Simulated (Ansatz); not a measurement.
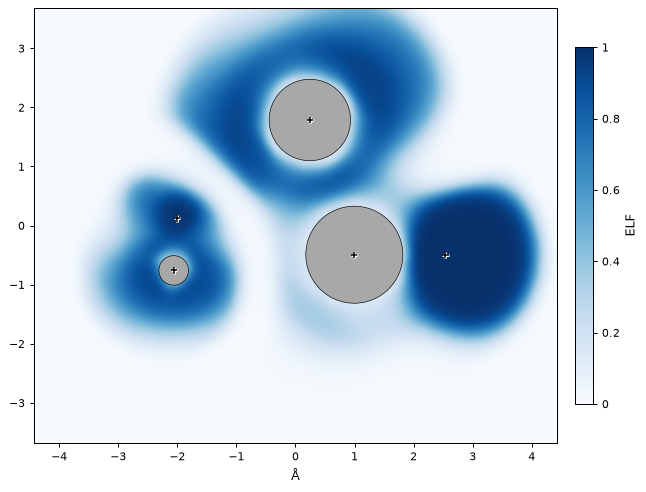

The electron localisation function on a plane through atoms (crosses mark nuclei in the plane; grey discs cover the cores).

Theory: RKS B3LYP-D4/def2-SVP (Ansatz 0.2.0).

Candidates:
A. ClGe2H5N2
B. GeH4Se···HF

Which system is this?

Candidate B: GeH4Se···HF on the plane of atoms H3, Ge1 and Se7, which holds Ge, F, H and Se. Ge1···F2 (3.07 Å): the ELF dips to about 0 between them. Ge–Se (2.40 Å): the ELF peaks at about 0.80 in the valence shell of Se, 1.1 Å from its nucleus, and is about 0.80 at the midpoint.
